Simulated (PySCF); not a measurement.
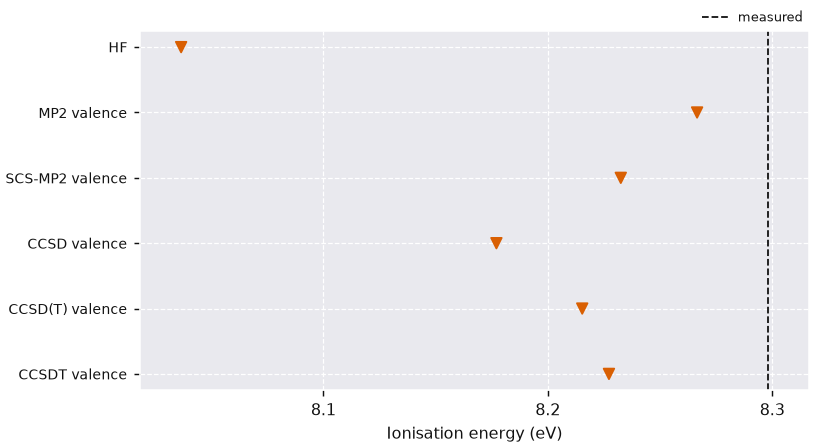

The ionisation energy of an atom or ion with 5 electrons in the configuration [He] 2s² 2p by several methods. PySCF, aug-cc-pwCVTZ, non-relativistic, unrestricted single determinants, no spin-orbit coupling. Methods marked “valence” freeze 2 core electrons.

### Name the element and charge.

B I (neutral boron). The values run from 8.037 eV (HF) to 8.267 eV (MP2 valence). The measured value is 8.298 eV; nearest to it come MP2 valence (−0.032) and SCS-MP2 valence (−0.066), furthest HF (−0.261 eV).
